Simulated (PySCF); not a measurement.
# One shape, several levels: AlICl2 (SMILES [Cl][Al]([Cl])[I])

Aim: a comparison of 6 runs (HF/STO-3G, HF/3-21G, TPSS/3-21G, M06-2X/def2-SVP, PBE/def2-SVP, BLYP/def2-SVPD) of AlICl2. The job is set up through a Python script.

The calculation is run with PySCF 2.14.0.

## (1) Starting point

The species is AlICl2 (4 atoms), meant as a singlet with charge 0. SMILES: `[Cl][Al]([Cl])[I]`. The shape is that of a PBE0-D4/def2-TZVP optimisation.

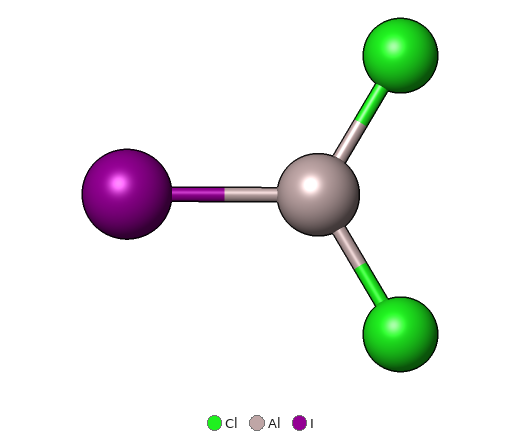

Viewed from a chosen angle; chlorine green, aluminium light grey, iodine purple.

## (2) Energy and forces at HF/STO-3G (run 1)

The input, run.py:

```python
from pyscf import gto

molecule = gto.M(
    atom='''
Cl     1.587559     1.138371     3.486167
Al     0.122454    -0.123210     0.077668
Cl     1.033113    -3.720871    -1.180701
I     -2.638247     2.591948    -2.421306
''',
    max_memory=1860,
    basis='sto-3g',
    verbose=3,
    unit='bohr',
)

mf = molecule.RHF()
mf.conv_tol = 1e-10
mf.kernel()
if not mf.converged:
    mf = mf.newton().run(mf.mo_coeff, mf.mo_occ)

e_final = mf.e_tot
print('E(%s) = %.9f' % ('HF', e_final))
grad = mf.nuc_grad_method().kernel()
dip = mf.dip_moment()
pop, q = mf.mulliken_pop()
```

Command:

```bash
$ OMP_NUM_THREADS=1 python run.py
```

The program printed:

```text
converged SCF energy = -7999.12564730966
[... 8 lines left out ...]
Dipole moment(X, Y, Z, Debye): -0.31434,  0.30850, -0.28402
[... 59 lines left out ...]
charge of    3I =     -0.23626
```

Wall time 7.8 s (1 thread of Intel Xeon at 2.70GHz, shared host); peak memory 0.12 GiB.

## (3) Energy and gradient at HF/3-21G (run 2)

The input, job.py:

```python
import pyscf.grad
from pyscf import gto

mol = gto.M(
    atom='''
Cl     1.587559     1.138371     3.486167
Al     0.122454    -0.123210     0.077668
Cl     1.033113    -3.720871    -1.180701
I     -2.638247     2.591948    -2.421306
''',
    unit='bohr',
    spin=0,
    max_memory=1860,
    verbose=4,
    charge=0,
    basis='3-21g',
)

mf = mol.RHF()
mf.conv_tol = 1e-10
mf.kernel()
if not mf.converged:
    mf = mf.newton().run(mf.mo_coeff, mf.mo_occ)

energy = mf.e_tot
print('E(%s) = %.9f' % ('HF', energy))
grad = mf.Gradients().kernel()
dip = mf.dip_moment()
pop, q = mf.mulliken_pop()
```

Command:

```bash
$ OMP_NUM_THREADS=1 python job.py
```

The program printed:

```text
PySCF version 2.14.0

[... 56 lines left out ...]
converged SCF energy = -8042.6807850178
[... 11 lines left out ...]
Dipole moment(X, Y, Z, Debye): -0.65651,  0.64512, -0.59383
[... 75 lines left out ...]
charge of    3I =     -0.23309
```

Wall time 9 s (1 thread of Intel Xeon at 2.70GHz, shared host); peak memory 0.14 GiB.

Runs 3 to 5 aren't shown in full; the table further down has their settings and results.

## (4) Energy and forces at BLYP/def2-SVPD (core potential) (run 6)

The input, calc.py:

```python
from pyscf import gto, dft

system = gto.Mole()
system.atom = '''
Cl       0.840100       0.602400       1.844800
Al       0.064800      -0.065200       0.041100
Cl       0.546700      -1.969000      -0.624800
I       -1.396100       1.371600      -1.281300
'''
system.basis = 'def2-svpd'
system.spin = 0
system.ecp = {'I': 'def2-svp'}
system.charge = 0
system.verbose = 4
system.max_memory = 1860
system.build()

calc0 = dft.RKS(system, xc='blyp')
calc0.conv_tol = 1e-10
calc0.grids.level = 5
calc0.kernel()
if not calc0.converged:
    calc0 = calc0.newton().run(calc0.mo_coeff, calc0.mo_occ)

etot = calc0.e_tot
print('E = %.10f Eh' % etot)
grad = calc0.nuc_grad_method().kernel()
dip = calc0.dip_moment()
pop, q = calc0.mulliken_pop()
```

Command:

```bash
$ OMP_NUM_THREADS=1 python calc.py
```

The program printed:

```text
PySCF version 2.14.0

[... 86 lines left out ...]
converged SCF energy = -1460.3141702478
[... 12 lines left out ...]
Dipole moment(X, Y, Z, Debye): -0.43003,  0.42265, -0.38901
[... 118 lines left out ...]
charge of    3I =     -0.23503
```

Run time: 68 s. Hardware: 1 thread of Intel Xeon at 2.70GHz, shared host; peak memory 1.1 GiB.

## (5) The series

| run | level | integration grid | core potential | energy (Eh) | dipole moment (D) | HOMO energy (eV) | LUMO energy (eV) | wall time |
| --- | --- | --- | --- | --- | --- | --- | --- | --- |
| 1 | HF/STO-3G | – | – | -7999.125647 | 0.52 | -8.37 | 5.49 | 7.8 s |
| 2 | HF/3-21G | – | – | -8042.680785 | 1.10 | -11.00 | 0.80 | 9 s |
| 3 | TPSS/3-21G | 5 | – | -8046.900715 | 1.12 | -7.36 | -2.56 | 26 s |
| 4 | M06-2X/def2-SVP (core potential) | 5 | def2-svp | -1460.258237 | 0.32 | -9.30 | -0.76 | 51 s |
| 5 | PBE/def2-SVP (core potential) | 5 | def2-svp | -1459.835729 | 0.43 | -6.94 | -2.17 | 39 s |
| 6 | BLYP/def2-SVPD (core potential) | 5 | def2-svp | -1460.314170 | 0.72 | -6.87 | -2.40 | 68 s |

## (6) Results

```
                       quantity           value
            run 6: total energy  -1460.31417 Eh
           run 6: dipole moment          0.72 D
             run 6: HOMO energy        -6.87 eV
             run 6: LUMO energy        -2.40 eV
           run 6: HOMO–LUMO gap         4.47 eV
run 6: largest force on an atom      0.829 eV/Å
```

What this shows: The dipole moment (its size) runs from 0.32 D (M06-2X/def2-SVP) to 1.12 D (TPSS/3-21G). The two ends differ in method and basis and core potential. The HOMO–LUMO gap runs from 4.47 eV (BLYP/def2-SVPD) to 13.86 eV (HF/STO-3G). Totals of different functionals can't be ranked against each other. Some runs of one species differ in core potentials or relativity; totals across that change don't compare. In run 1 the basis is minimal, so the values are rough. In runs 1, 2, 3 relativity is left out where basis or elements ask for it. All runs together took 3.4 min, the longest 68 s.
